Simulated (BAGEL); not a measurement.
**AlNH3 (SMILES [NH2][AlH]) at UHF/3-21G (density fitting with qzvpp-jkfit)**

What is the energy change on altering one bond length of AlNH3 at UHF/3-21G (density fitting with qzvpp-jkfit)? 

Program for the calculation: BAGEL 1.2.2.

## Step 1: The structure to begin with

The species is AlNH3 (5 atoms), meant as a doublet with charge 0. SMILES: `[NH2][AlH]`. The shape is that of a PBE0-D4/def2-TZVP optimisation. This is one conformer, not always the lowest.

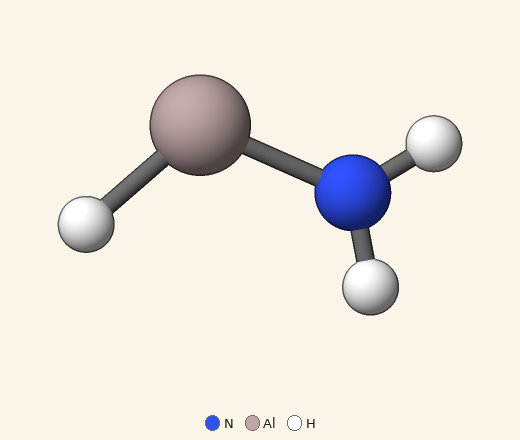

Viewed from a chosen angle; nitrogen blue, aluminium light grey, hydrogen white.

## Step 2: The energy at UHF/3-21G (density fitting with qzvpp-jkfit)

File input.json:

```json
{ "bagel" : [

{
  "title" : "molecule",
  "basis" : "3-21g",
  "df_basis" : "qzvpp-jkfit",
  "angstrom" : "true",
  "geometry" : [
    { "atom" : "N", "xyz" : [      -0.116600,      -0.660800,       0.175100 ] },
    { "atom" : "Al", "xyz" : [       0.836600,       0.833900,       0.120800 ] },
    { "atom" : "H", "xyz" : [       0.148500,      -1.505300,       0.655500 ] },
    { "atom" : "H", "xyz" : [      -1.010300,      -0.782800,      -0.277400 ] },
    { "atom" : "H", "xyz" : [       0.191800,       2.041400,      -0.715400 ] }
  ]
},

{
  "title" : "uhf",
  "nopen" : 1
},

{
  "title" : "print",
  "file" : "orbitals.molden",
  "orbitals" : "true"
}

]}
```

Run with:

```console
$ BAGEL_NUM_THREADS=1 BAGEL input.json > input.out
```

Standard output:

```text
* using 1 threads per process

  ===============================================================
  ===============================================================

  *** Geometry ***

  { "atom" : "N", "xyz" : [     -0.220342,     -1.248731,      0.330891 ] },
  { "atom" : "Al", "xyz" : [      1.580945,      1.575843,      0.228279 ] },
  { "atom" : "H", "xyz" : [      0.280624,     -2.844605,      1.238715 ] },
  { "atom" : "H", "xyz" : [     -1.909190,     -1.479278,     -0.524210 ] },
  { "atom" : "H", "xyz" : [      0.362449,      3.857687,     -1.351910 ] },

  Number of auxiliary basis functions:      259

  Since a DF basis is specified, we compute 2- and 3-index integrals:
    o Being stored without compression. Storage requirement is 0.002 GB

  Number of basis functions:       28
  Number of electrons      :       23

    * METHOD: MOLECULE                             0.04

  *** Open-shell HF ***

  === Nuclear Repulsion ===
    46.2350920341

      * DIIS with orbital gradients will be used.

  === UHF iteration (3-21g) ===
      0       -296.33910720          0.09134848           0.01
      1       -296.42669049          0.05700265           0.01
      2       -296.45556387          0.03603565           0.01
      3       -296.47169692          0.00188253           0.01
      4       -296.47220754          0.00066902           0.01
      5       -296.47232647          0.00019555           0.01
      6       -296.47235805          0.00006733           0.01
      7       -296.47236563          0.00002300           0.01
      8       -296.47236658          0.00000983           0.01
      9       -296.47236671          0.00000283           0.01
     10       -296.47236672          0.00000170           0.01
     11       -296.47236672          0.00000072           0.01
     12       -296.47236673          0.00000038           0.01
     13       -296.47236673          0.00000013           0.01
     14       -296.47236673          0.00000007           0.01
     15       -296.47236673          0.00000004           0.01
     16       -296.47236673          0.00000001           0.01
     17       -296.47236673          0.00000001           0.01
    * SCF iteration converged.

    * S^2 (UHF) is 0.7551

    * Permanent dipole moment:
           (    0.021192,     0.492070,    -0.181526) a.u.

    * METHOD: UHF                                  0.18

    * METHOD: PRINT                                0.00

  ===============================================================
```

Wall time 0.38 s (1 thread of Arm Neoverse V1, shared host).

## Step 3: The distorted shape

File hf.json:

```json
{ "bagel" : [

{
  "title" : "molecule",
  "basis" : "3-21g",
  "df_basis" : "qzvpp-jkfit",
  "angstrom" : true,
  "geometry" : [
    { "atom" : "N", "xyz" : [       0.399227,      -1.626775,       0.844043 ] },
    { "atom" : "Al", "xyz" : [       1.352427,      -0.132075,       0.789743 ] },
    { "atom" : "H", "xyz" : [       0.664327,      -2.471275,       1.324443 ] },
    { "atom" : "H", "xyz" : [      -0.494473,      -1.748775,       0.391543 ] },
    { "atom" : "H", "xyz" : [       0.191800,       2.041400,      -0.715400 ] }
  ]
},

{ "title" : "uhf", "nopen" : 1 },

{ "title" : "print", "file" : "orbitals.molden", "orbitals" : true }

]}
```

Run with:

```console
$ BAGEL_NUM_THREADS=1 BAGEL hf.json > hf.out
```

Standard output:

```text
* using 1 threads per process

  ===============================================================
  ===============================================================

  *** Geometry ***

  { "atom" : "N", "xyz" : [      0.754430,     -3.074159,      1.595010 ] },
  { "atom" : "Al", "xyz" : [      2.555717,     -0.249586,      1.492398 ] },
  { "atom" : "H", "xyz" : [      1.255396,     -4.670033,      2.502835 ] },
  { "atom" : "H", "xyz" : [     -0.934419,     -3.304706,      0.739909 ] },
  { "atom" : "H", "xyz" : [      0.362449,      3.857687,     -1.351910 ] },

  Number of auxiliary basis functions:      259

  Since a DF basis is specified, we compute 2- and 3-index integrals:
    o Being stored without compression. Storage requirement is 0.002 GB

  Number of basis functions:       28
  Number of electrons      :       23

    * METHOD: MOLECULE                             0.04

  *** Open-shell HF ***

  === Nuclear Repulsion ===
    43.8913451790

      * DIIS with orbital gradients will be used.

  === UHF iteration (3-21g) ===
      0       -296.26250286          0.09295609           0.01
      1       -296.35963334          0.05932094           0.01
      2       -296.39485981          0.03785583           0.01
      3       -296.41384709          0.00265705           0.01
      4       -296.41583707          0.00089015           0.01
      5       -296.41625558          0.00019356           0.01
      6       -296.41632157          0.00007968           0.01
      7       -296.41635898          0.00005736           0.01
      8       -296.41638324          0.00003921           0.01
      9       -296.41640560          0.00001775           0.01
     10       -296.41641069          0.00000455           0.01
     11       -296.41641074          0.00000156           0.01
     12       -296.41641074          0.00000060           0.01
     13       -296.41641074          0.00000018           0.01
     14       -296.41641074          0.00000008           0.01
     15       -296.41641074          0.00000002           0.01
     16       -296.41641074          0.00000001           0.01
     17       -296.41641074          0.00000000           0.01
    * SCF iteration converged.

    * S^2 (UHF) is 0.8877

    * Permanent dipole moment:
           (    0.387840,     0.703836,    -0.059473) a.u.

    * METHOD: UHF                                  0.18

    * METHOD: PRINT                                0.00

  ===============================================================
```

Run time: 0.38 s. Hardware: 1 thread of Arm Neoverse V1, shared host.

## Step 4: Summary of results

At UHF/3-21G (density fitting with qzvpp-jkfit):

```
                                                          quantity          value
                                         first shape: total energy  -296.47237 Eh
                                        first shape: dipole moment         1.33 D
                                                 first shape: ⟨S²⟩          0.755
                                     distorted shape: total energy  -296.41641 Eh
                                    distorted shape: dipole moment         2.05 D
                                             distorted shape: ⟨S²⟩          0.888
energy change with the Al2–H5 bond stretched from 1.604 to 2.887 Å       1.523 eV
```

What this shows: With the Al2–H5 bond stretched from 1.604 to 2.887 Å the energy rises by 1.52 eV (147 kJ/mol). The first shape isn't relaxed at this level, so the change isn't measured from a minimum. ⟨S²⟩ (distorted shape) is 0.89 where a pure doublet has 0.75: the reference is spin-contaminated.
